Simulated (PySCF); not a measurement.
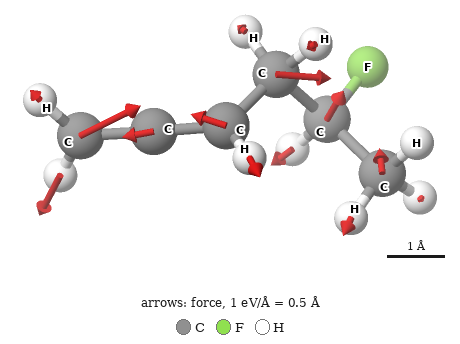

Starting geometry of C6H9F with the computed forces as red arrows. The picture is a ball-and-stick view, seen at a tilt.

The start comes from GFN2-xTB. Its atoms were then displaced at random by about 0.01 Å.

All numbers below come from PBE0-D3(BJ)/def2-SVP geometry optimisation, gas phase in PySCF 2.14.0, density-fitted response routines. 

> What follows when this structure is relaxed?

It isn't relaxed: the largest force vector, on a C atom, is 2.81 eV/Å. The final displacements follow the starting forces only in part (cosine between the two patterns 0.33). The atom that moves furthest after the best rigid fit is the F atom (0.12 Å). By element the largest moves are F 0.12 Å, H 0.07 Å, C 0.06 Å. Among the contacts that change: C–H 1.042 → 1.096 Å, C–C 1.563 → 1.524 Å, C–C 1.468 → 1.503 Å, C–H 1.074 → 1.105 Å. Bond angles that change, for instance: C–C–H 112.9° → 110.3°, C–C–C 122.1° → 124.7°, C–C–C 111.0° → 113.3°. After 6 geometry steps the energy has fallen by 0.185 eV. The run took 39 s on 1 thread of Intel(R) Xeon(R) 6975P-C (shared host).
